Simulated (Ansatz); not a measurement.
System: Mg3SnN2.

The calculation's input:

```
crystal:
  lattice:
    - [5.7408506684, 0.0, 0.0]
    - [-2.8704253342, 4.9717225182, 0.0]
    - [0.0, 0.0, 3.023384846]
  atoms:
    - { symbol: Mg, position: [0.5, 0.0, 0.5] }
    - { symbol: Mg, position: [0.5, 0.5, 0.5] }
    - { symbol: Mg, position: [0.0, 0.5, 0.5] }
    - { symbol: Sn, position: [0.0, 0.0, 0.0] }
    - { symbol: "N", position: [0.3333333333, 0.6666666667, 0.0] }
    - { symbol: "N", position: [0.6666666667, 0.3333333333, 0.0] }
basis:
  ecutwfc: 420
kpoints:
  mp_grid: { grid: [12, 12, 12] }
hamiltonian:
  xc: pbe
scf:
  occupations: { method: gaussian, width: 0.1 }
output:
  forces: true
  stress: true
  eigenvalues: true
  write_density: true
  write_potential: true
  elf: true
  volumetric_format: npy
relax:
  adjacent_minimum: "off"
  f_tol: 0.01
  max_steps: 80
  cell: { stress_tol: 0.05 }
```

Run with:

```sh
ansatz run input.yaml --threads 1 --pin off --max-ram 2560MiB --backend cpu --events-out ev --progress --plain --runs-dir out
```

Below, planes, directions and counts refer to the conventional cell (a = 5.77 Å, b = 5.77 Å, c = 2.99 Å, α = 90.00°, β = 90.00°, γ = 120.00°).

The fields are those of the relaxed geometry.

Space group P6/mmm; a structure generated by program, which may or may not match a known phase.

The calculation used DFT PBE, scalar-relativistic, plane waves, PAW in Ansatz.

### What will maps of the valence pseudo-density and electron localisation function show?

Mg–N (2.24 Å): the density is about 0.31 e/Å³ at the midpoint; the ELF peaks at about 0.85 in the valence shell of N, 0.7 Å from its nucleus, and is about 0.45 at the midpoint.

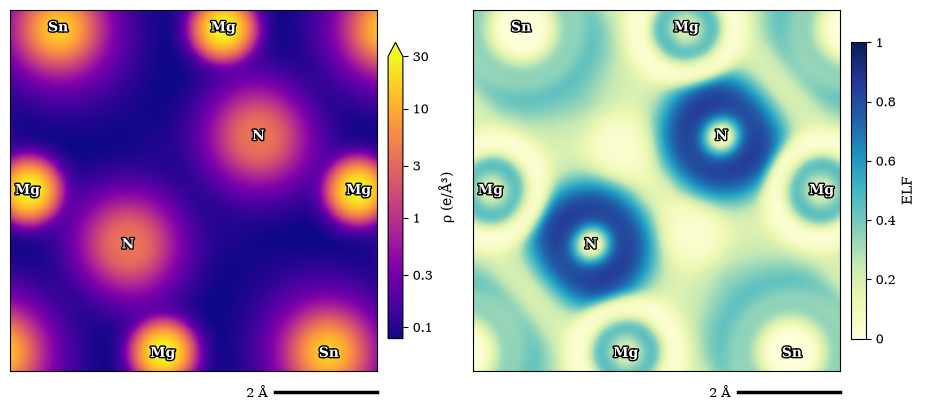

Computed valence pseudo-density and electron localisation function on the (111) plane of the conventional cell, in this order. 

Core electrons are frozen (PAW), and the valence fields are smoothed inside the atomic spheres.
